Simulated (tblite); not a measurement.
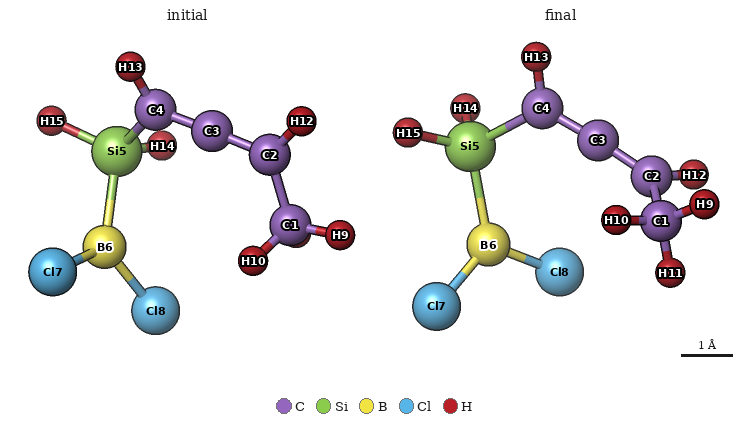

The structure of C$_{4}$H$_{7}$BCl$_{2}$Si before (left) and after (right) a relaxation, at one scale.

The picture is a ball-and-stick view, seen from a free direction.

Level of theory: tblite, GFN2-xTB geometry optimisation, gas phase. 

What changed between the two?

The energy falls by 1.765 eV in 242 geometry steps. The largest move after the best rigid fit is that of H12, 2.28 Å. Largest moves by element: H 2.28 Å, Cl 1.44 Å, C 0.83 Å, B 0.49 Å, Si 0.47 Å. Near-neighbour distances that change, for instance: B6–Cl7 1.849 → 1.723 Å, B6–Cl8 1.832 → 1.722 Å, C4–Si5 1.828 → 1.894 Å, Si5–B6 1.946 → 1.991 Å. Among the angles between lasting bonds that change: B6–Si5–H14 108.4° → 113.6°, C1–C2–H12 121.0° → 116.0°, B6–Si5–H15 109.7° → 113.6°. Groups turn about C1–C2 by about 60°, Si5–B6 by about 55°, C4–Si5 by about 50°. The run took 3.3 s on 1 thread of AMD EPYC 7R43 64-Core Processor, on a shared host.
